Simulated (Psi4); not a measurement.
# CH6In− (SMILES [H][In-]([H])([H])[CH3]) at M06-L/def2-SVP (core potential)

Aim: the energy change on altering one bond length of CH6In− at M06-L/def2-SVP (core potential), from 2 runs. The job is set up through a Python script.

The results are computed with Psi4 1.11.

9 further runs of the same task are left out: 6 that didn't finish, 3 set aside as unsound or not needed.

### 1 The molecule

CH6In− has 8 atoms, charge -1, and is taken as a singlet. As SMILES, `[H][In-]([H])([H])[CH3]`. Geometry: a GFN1-xTB relaxation, a rough one for these elements and not checked as a minimum.

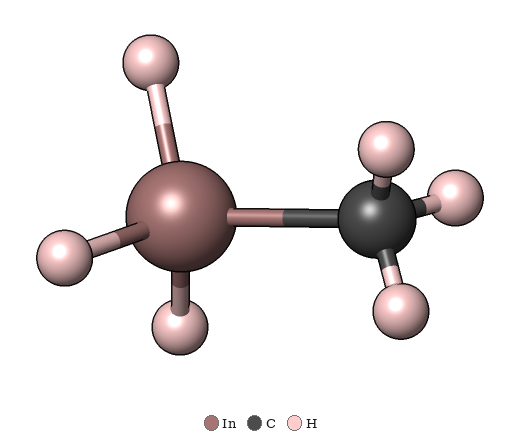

The structure, seen from a chosen angle (indium brown, carbon dark grey, hydrogen pink).

### 2 Energy and gradient at M06-L/def2-SVP (core potential)

The input, ch6in.xyz:

```xyz
8
CH6In
In    -0.001350     0.004040    -1.090270
C      0.001900    -0.004620     1.198730
H     -1.006230     0.050170     1.635270
H      0.555220     0.839750     1.635590
H      0.458590    -0.907510     1.631170
H      1.663550    -0.013990    -1.671780
H     -0.817460     1.457620    -1.665590
H     -0.854210    -1.425450    -1.673120
```

The input, job.py:

```python
import psi4

psi4.set_memory('1600 MB')
psi4.set_num_threads(1)
psi4.core.set_output_file('run.log', False)

with open('ch6in.xyz') as f:
    atoms = ''.join(f.readlines()[2:])
m = psi4.geometry('-1 1\n' + atoms + 'symmetry c1\nno_reorient\nno_com')

psi4.set_options(dict(puream=True, e_convergence=1e-09, d_convergence=1e-08, scf_type='pk', dft_radial_points=99, dft_spherical_points=590))

result = psi4.gradient('m06-l/def2-SVP', molecule=m)
print('gradient / Eh bohr^-1')
print(result.np.round(6))
```

The run is started by

```bash
$ python job.py
```

run.log:

```text
[...]
    !!!  WARNING: ECP capability is in beta. Please check occupations closely.  !!!
[...]
  Running in c1 symmetry.
[...]
  Nuclear repulsion =   73.746356879251891
[...]
  Multiplicity = 1
[...]
  Nalpha       = 17
  Nbeta        = 17
[...]
    Number of basis functions: 70
[...]
   @RKS iter   1:  -231.54478636696456   -9.39641e-01   1.14151e-02 DIIS/ADIIS
[...]
   @RKS iter  12:  -231.93450129475883   -2.55795e-13   1.34822e-09 DIIS
[...]
    Orbital Energies [Eh]
    ---------------------
    Doubly Occupied:
       1A     -9.851308     2A     -4.348540     3A     -2.763986
       4A     -2.763973     5A     -2.763713     6A     -0.479393
       7A     -0.475998     8A     -0.475990     9A     -0.470050
      10A     -0.470031    11A     -0.431531    12A     -0.176379
      13A     -0.163038    14A     -0.162982    15A     -0.042922
      16A     -0.042792    17A     -0.031505
[...]
  @RKS Final Energy:  -231.93450129475883
   => Energetics <=
    Nuclear Repulsion Energy =             73.7463568792518913
    One-Electron Energy =                -543.5053562458926990
    Two-Electron Energy =                 262.5085242502097458
    DFT Exchange-Correlation Energy =     -24.6840261783277803
    Empirical Dispersion Energy =           0.0000000000000000
    VV10 Nonlocal Energy =                  0.0000000000000000
    Total Energy =                       -231.9345012947588316
[...]
 Multipole Moments:
 ------------------------------------------------------------------------------------
     Multipole            Electronic (a.u.)      Nuclear  (a.u.)        Total (a.u.)
 ------------------------------------------------------------------------------------
 L = 1.  Multiply by 2.5417464519 to convert [e a0] to [Debye]
 Dipole X            :          0.0361244           -0.0330513            0.0030731
 Dipole Y            :         -0.1147148            0.1090561           -0.0056587
 Dipole Z            :         31.7065304          -29.8798771            1.8266533
 Magnitude           :                                                    1.8266646
[...]
  -Total Gradient:
     Atom            X                  Y                   Z
    ------   -----------------  -----------------  -----------------
       1       -0.000013210180     0.000121715210    -0.012843602725
       2       -0.000102959139     0.000108989419     0.001661237592
       3        0.004188351662    -0.000206437138     0.000748214853
       4       -0.002267007984    -0.003513658701     0.000740625531
       5       -0.001797179561     0.003534347973     0.000921426156
       6       -0.009959231107     0.000132343008     0.002928776952
       7        0.004875640800    -0.008766168021     0.002830167762
       8        0.005068218891     0.008578535013     0.002945943796
[...]
```

On the terminal:

```text
gradient / Eh bohr^-1
[[-1.3000e-05  1.2200e-04 -1.2844e-02]
 [-1.0300e-04  1.0900e-04  1.6610e-03]
 [ 4.1880e-03 -2.0600e-04  7.4800e-04]
 [-2.2670e-03 -3.5140e-03  7.4100e-04]
 [-1.7970e-03  3.5340e-03  9.2100e-04]
 [-9.9590e-03  1.3200e-04  2.9290e-03]
 [ 4.8760e-03 -8.7660e-03  2.8300e-03]
 [ 5.0680e-03  8.5790e-03  2.9460e-03]]
```

It took 23 s on 1 thread of Intel Xeon 6975P-C (Granite Rapids), shared host; peak memory 1.2 GiB.

### 3 The distorted shape at the same level

The input, calc.py:

```python
import psi4

psi4.set_memory(1600000000)
psi4.set_num_threads(1)
psi4.set_output_file('psi4.out', False)

m = psi4.geometry("""
-1 1
In    -0.002325     0.006638    -1.776946
C      0.001900    -0.004620     1.198730
H     -1.006230     0.050170     1.635270
H      0.555220     0.839750     1.635590
H      0.458590    -0.907510     1.631170
H      1.662575    -0.011392    -2.358456
H     -0.818435     1.460218    -2.352266
H     -0.855185    -1.422852    -2.359796
units angstrom
symmetry c1
no_reorient
no_com
""")

psi4.set_options({
    'reference': 'rks',
    'puream': True,
    'e_convergence': 1e-09,
    'd_convergence': 1e-08,
    'scf_type': 'pk',
    'dft_radial_points': 99,
    'dft_spherical_points': 590,
})

E, wfn = psi4.gradient("m06-l/def2-SVP", return_wfn=True)
print('gradient / Eh bohr^-1')
print(E.np.round(6))
print(f'energy = {wfn.energy():.10f} Eh')
```

The run is started by

```bash
$ python calc.py
```

psi4.out, shortened:

```text
[...]
    !!!  WARNING: ECP capability is in beta. Please check occupations closely.  !!!
[...]
  Running in c1 symmetry.
[...]
  Nuclear repulsion =   64.301701266564550
[...]
  Multiplicity = 1
[...]
  Nalpha       = 17
  Nbeta        = 17
[...]
    Number of basis functions: 70
[...]
   @RKS iter   1:  -231.50023415692226   -1.02065e+00   1.14297e-02 ADIIS/DIIS
[...]
   @RKS iter  12:  -231.89964229571544   -2.41585e-12   3.46930e-09 DIIS
[...]
  @RKS Final Energy:  -231.89964229571544
   => Energetics <=
    Nuclear Repulsion Energy =             64.3017012665645495
    One-Electron Energy =                -524.1278539399106648
    Two-Electron Energy =                 252.5417554222663910
    DFT Exchange-Correlation Energy =     -24.6152450446357385
    Empirical Dispersion Energy =           0.0000000000000000
    VV10 Nonlocal Energy =                  0.0000000000000000
    Total Energy =                       -231.8996422957154380
[...]
 Multipole Moments:
 ------------------------------------------------------------------------------------
     Multipole            Electronic (a.u.)      Nuclear  (a.u.)        Total (a.u.)
 ------------------------------------------------------------------------------------
 L = 1.  Multiply by 2.5417464519 to convert [e a0] to [Debye]
 Dipole X            :          0.0807454           -0.0772709            0.0034745
 Dipole Y            :         -0.2336307            0.2268843           -0.0067464
 Dipole Z            :         63.0798119          -61.0229869            2.0568250
 Magnitude           :                                                    2.0568390
[...]
  -Total Gradient:
     Atom            X                  Y                   Z
    ------   -----------------  -----------------  -----------------
       1       -0.000035734043     0.000174482605    -0.029760588933
       2       -0.000081548008     0.000047847126     0.022955355131
       3        0.006098598776    -0.000334231184     0.003230117021
       4       -0.003324115020    -0.005112438692     0.003231787438
       5       -0.002641412106     0.005240735047     0.003391020705
       6       -0.008459357201     0.000116070802    -0.000938123451
       7        0.004151279161    -0.007452702657    -0.001008142319
       8        0.004282540418     0.007300822544    -0.000922084278
[...]
```

On the terminal:

```text
gradient / Eh bohr^-1
[[-3.6000e-05  1.7400e-04 -2.9761e-02]
 [-8.2000e-05  4.8000e-05  2.2955e-02]
 [ 6.0990e-03 -3.3400e-04  3.2300e-03]
 [-3.3240e-03 -5.1120e-03  3.2320e-03]
 [-2.6410e-03  5.2410e-03  3.3910e-03]
 [-8.4590e-03  1.1600e-04 -9.3800e-04]
 [ 4.1510e-03 -7.4530e-03 -1.0080e-03]
 [ 4.2830e-03  7.3010e-03 -9.2200e-04]]
energy = -231.8996422957 Eh
```

It took 22 s on 1 thread of Intel Xeon 6975P-C (Granite Rapids), shared host; peak memory 1.2 GiB.

### 4 Outcome

At M06-L/def2-SVP (core potential):

| quantity | value |
| --- | --- |
| first shape: total energy | -231.93450 Eh |
| first shape: HOMO energy | -0.86 eV |
| first shape: LUMO energy | 5.52 eV |
| first shape: HOMO–LUMO gap (to an unbound level, set by the basis) | 6.38 eV |
| first shape: largest force on an atom | 0.660 eV/Å |
| distorted shape: total energy | -231.89964 Eh |
| distorted shape: HOMO energy | -0.15 eV |
| distorted shape: LUMO energy | 4.02 eV |
| distorted shape: HOMO–LUMO gap (to an unbound level, set by the basis) | 4.17 eV |
| distorted shape: largest force on an atom | 1.530 eV/Å |
| energy change with the In1–C2 bond stretched from 2.289 to 2.976 Å | 0.949 eV |

In words: With the In1–C2 bond stretched from 2.289 to 2.976 Å the energy rises by 0.95 eV (91.5 kJ/mol). The first shape isn't relaxed at this level, so the change isn't measured from a minimum. The largest force (first shape) is 0.66 eV/Å: the shape isn't a stationary point for this species at this level.
